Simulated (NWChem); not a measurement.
# Si3H8 (trisilane) at HF/3-21G

Aim: the energy change on altering one bond length of Si3H8 (trisilane) at HF/3-21G, from 2 runs. 

The calculation is run with NWChem 7.3.0.

3 further runs of the same task are left out: 3 set aside as unsound or not needed. Runs told in other sessions of the task aren't counted.

### 1 The structure to begin with

Si3H8 has 11 atoms, charge 0, and is taken as a singlet. SMILES: `[SiH3][SiH2][SiH3]`. The coordinates come from a PBE0-D4/def2-TZVP relaxation.

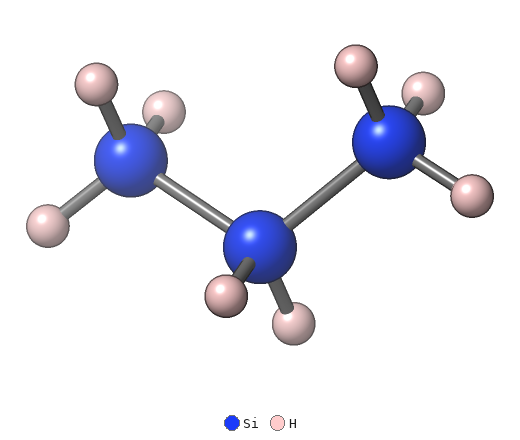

The structure, seen from a chosen angle (silicon blue, hydrogen pink).

### 2 Energy and forces at HF/3-21G

The input, run.py:

```python
from ase import Atoms
from ase.calculators.nwchem import NWChem

mol = Atoms(['Si', 'Si', 'Si', 'H', 'H', 'H', 'H', 'H', 'H', 'H', 'H'], positions=[
    [-1.292570, 1.366730, -0.525270],
    [-0.462570, -0.807300, -0.296320],
    [1.631930, -0.774400, 0.742750],
    [-2.625850, 1.367720, -1.185120],
    [-0.354030, 2.180440, -1.344070],
    [-1.422540, 2.000090, 0.814640],
    [-0.343400, -1.440160, -1.640160],
    [-1.410380, -1.620800, 0.516390],
    [1.515950, -0.154940, 2.090430],
    [2.583820, 0.031780, -0.068050],
    [2.179610, -2.149160, 0.894770],
])

calc = NWChem(
    label='test',
    theory='scf',
    memory='2200 mb',
    basis='3-21G',
    basispar='spherical bse',
    scf={'nopen': '0', 'rhf': None, 'thresh': '1e-08', 'maxiter': '80'},
)
mol.calc = calc

forces = mol.get_forces()
e = mol.get_potential_energy()
print(f"E = {e:.6f} eV")
print("forces (eV/A):")
for s, f in zip(mol.symbols, forces):
    print(f"{s:2s} {f[0]:10.5f} {f[1]:10.5f} {f[2]:10.5f}")
print("dipole (e A):", mol.get_dipole_moment().round(4))
```

Launch:

```sh
$ export ASE_NWCHEM_COMMAND="nwchem PREFIX.nwi > PREFIX.nwo"
$ python run.py
```

Log:

```text
E = -23586.796573 eV
forces (eV/A):
Si   -0.21294    0.42408   -0.06983
Si   -0.24909   -0.43457   -0.15956
Si    0.42953   -0.04597    0.20867
H    -0.01250   -0.00643   -0.00668
H     0.02520    0.00067    0.00442
H     0.01887   -0.00041    0.01748
H     0.01147    0.01666    0.00201
H     0.00740    0.01615    0.00992
H    -0.01219    0.02227    0.00386
H    -0.00571    0.02319   -0.00900
H    -0.00005   -0.01558   -0.00129
dipole (e A): [-0.0052 -0.009  -0.0033]
```

The calculator wrote test.nwi:

```
title "test"

permanent_dir test

scratch_dir test

start test

geometry units angstrom nocenter noautosym noautoz
  Si -1.2925700000000000e+00 1.3667300000000000e+00 -5.2527000000000001e-01
  Si -4.6256999999999998e-01 -8.0730000000000002e-01 -2.9631999999999997e-01
  Si 1.6319300000000001e+00 -7.7439999999999998e-01 7.4275000000000002e-01
  H  -2.6258499999999998e+00 1.3677200000000000e+00 -1.1851200000000000e+00
  H  -3.5403000000000001e-01 2.1804399999999999e+00 -1.3440700000000001e+00
  H  -1.4225399999999999e+00 2.0000900000000001e+00 8.1464000000000003e-01
  H  -3.4339999999999998e-01 -1.4401600000000001e+00 -1.6401600000000001e+00
  H  -1.4103800000000000e+00 -1.6208000000000000e+00 5.1639000000000002e-01
  H  1.5159499999999999e+00 -1.5493999999999999e-01 2.0904300000000000e+00
  H  2.5838199999999998e+00 3.1780000000000003e-02 -6.8049999999999999e-02
  H  2.1796099999999998e+00 -2.1491600000000002e+00 8.9476999999999995e-01
end

memory 2200 mb

basis spherical bse noprint
   * library 3-21G
end

scf
  nopen 0
  rhf
  thresh 1e-08
  maxiter 80
end

task scf gradient
```

test.nwo, shortened:

```text
[...]
  functions       =    55
[...]
  wavefunction    = RHF
[...]
         Total SCF energy =   -866.798793394727
      One-electron energy =  -1586.981943435520
      Two-electron energy =    527.065298935054
 Nuclear repulsion energy =    193.117851105740
        Time for solution =      1.3s
[...]
                         RHF ENERGY GRADIENTS
    atom               coordinates                        gradient
                 x          y          z           x          y          z
   1 Si     -2.442603   2.582745  -0.992616    0.004141  -0.008247   0.001358
   2 Si     -0.874131  -1.525576  -0.559964    0.004844   0.008451   0.003103
   3 Si      3.083901  -1.463404   1.403594   -0.008353   0.000894  -0.004058
   4 H      -4.962137   2.584616  -2.239552    0.000243   0.000125   0.000130
   5 H      -0.669020   4.120434  -2.539924   -0.000490  -0.000013  -0.000086
   6 H      -2.688211   3.779622   1.539446   -0.000367   0.000008  -0.000340
   7 H      -0.648932  -2.721508  -3.099453   -0.000223  -0.000324  -0.000039
   8 H      -2.665232  -3.062868   0.975836   -0.000144  -0.000314  -0.000193
   9 H       2.864730  -0.292794   3.950340    0.000237  -0.000433  -0.000075
  10 H       4.882712   0.060055  -0.128596    0.000111  -0.000451   0.000175
  11 H       4.118866  -4.061324   1.690870    0.000001   0.000303   0.000025
[...]
```

It took 2.5 s on 1 thread of Intel Xeon 6975P-C (Granite Rapids), shared host; peak memory 0.1 GiB.

### 3 The distorted shape: the energy at HF/3-21G

The input, nw.nw:

```
echo
START nw
TITLE "H8Si3"
memory total 2200 mb

GEOMETRY units angstroms noautosym nocenter noautoz
Si   -1.417083    1.692868   -0.559616
Si   -0.462570   -0.807300   -0.296320
Si    1.631930   -0.774400    0.742750
H    -2.750363    1.693858   -1.219466
H    -0.478543    2.506578   -1.378416
H    -1.547053    2.326228    0.780294
H    -0.343400   -1.440160   -1.640160
H    -1.410380   -1.620800    0.516390
H     1.515950   -0.154940    2.090430
H     2.583820    0.031780   -0.068050
H     2.179610   -2.149160    0.894770
END

BASIS spherical bse
Si library 3-21G
H library 3-21G
END

SCF
thresh 1e-08
maxiter 80
print low
END

TASK scf energy
```

Launch:

```sh
$ nwchem nw.nw > nw.out
```

Log, shortened:

```text
[...]
  functions       =    55
[...]
  wavefunction    = RHF
[...]
         Total SCF energy =   -866.787514120407
      One-electron energy =  -1567.859213263971
      Two-electron energy =    517.433855324912
 Nuclear repulsion energy =    183.637843818652
        Time for solution =      1.2s
 Task  times  cpu:        1.3s     wall:        1.3s
[...]
```

It took 1.8 s on 1 thread of Intel Xeon 6975P-C (Granite Rapids), shared host; peak memory 0.099 GiB.

### 4 Results

Level: HF/3-21G.

| quantity | value |
| --- | --- |
| first shape: total energy | -866.79879 Eh |
| first shape: dipole moment | 0.05 D |
| first shape: HOMO energy | -10.53 eV |
| first shape: LUMO energy | 3.30 eV |
| first shape: HOMO–LUMO gap | 13.82 eV |
| first shape: largest force on an atom | 0.526 eV/Å |
| distorted shape: total energy | -866.78751 Eh |
| energy change with the Si1–Si2 bond stretched from 2.338 to 2.689 Å | 0.307 eV |

What this shows: With the Si1–Si2 bond stretched from 2.338 to 2.689 Å the energy rises by 0.31 eV (7.1 kcal/mol). The first shape isn't relaxed at this level, so the change isn't measured from a minimum. The largest force (first shape) is 0.53 eV/Å: the shape isn't a stationary point for this species at this level. Mulliken charges (first shape) run from -0.16 on H4 to +0.53 on Si1.
